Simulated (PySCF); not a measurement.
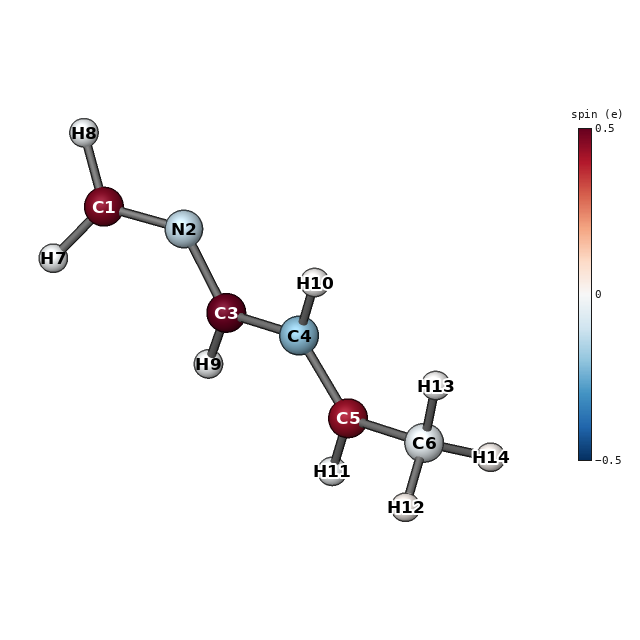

Atoms are coloured by their Mulliken spin populations. The species is neutral and a spin doublet. The computed structure is the end point of a GFN2-xTB optimisation. No frequency run is at hand to confirm it as a minimum. Level of theory: UKS B3LYP, pcH-1 on C H N, non-relativistic (PySCF 2.14.0).

Which atom carries the largest spin population?

Answer. C3 (0.49 e).

Which atom has the lowest spin population?

Answer. C4 (−0.20 e); a negative value comes from spin polarisation.

List the Mulliken spin populations.

```
atom  value (e)
  C1       0.46
  N2      −0.12
  C3       0.49
  C4      −0.20
  C5       0.43
  C6      −0.04
  H7      −0.01
  H8      −0.02
  H9      −0.01
 H10       0.01
 H11      −0.02
 H12       0.02
 H13       0.00
 H14       0.02
```

Mulliken values depend strongly on the basis set.
